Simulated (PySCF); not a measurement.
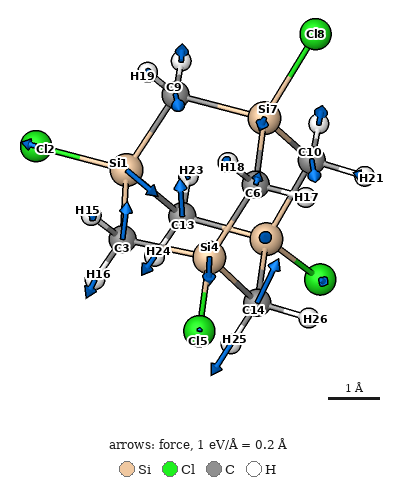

Starting geometry of C$_{6}$H$_{12}$Cl$_{4}$Si$_{4}$ with the computed forces as blue arrows. Style: ball-and-stick. Shown from a free direction.

The start comes from GFN2-xTB. Its atoms were then displaced at random by about 0.03 Å.

All numbers below come from PBE0-D3(BJ)/def2-SVP geometry optimisation, gas phase in PySCF. 

What follows when this structure is relaxed?

Answer. It isn't relaxed: the largest force vector, on a C atom, is 5.41 eV/Å. The final displacements follow the starting forces only in part (cosine between the two patterns 0.69). The energy falls by 1.447 eV in 9 geometry steps. The largest move after the best rigid fit is that of a Si atom, 0.13 Å. Largest moves by element: Si 0.13 Å, C 0.10 Å, H 0.07 Å, Cl 0.05 Å. Some distances before and after: C–Si 2.077 → 1.875 Å, C–Si 1.997 → 1.874 Å, C–H 1.010 → 1.103 Å, Cl–Si 1.990 → 2.080 Å. Bond angles that change, for instance: Si–C–H 117.7° → 109.9°, C–Si–C 102.5° → 109.3°, Si–C–H 103.8° → 109.7°. Cost: 5.4 min on 2 threads of Intel(R) Xeon(R) 6975P-C (shared host).
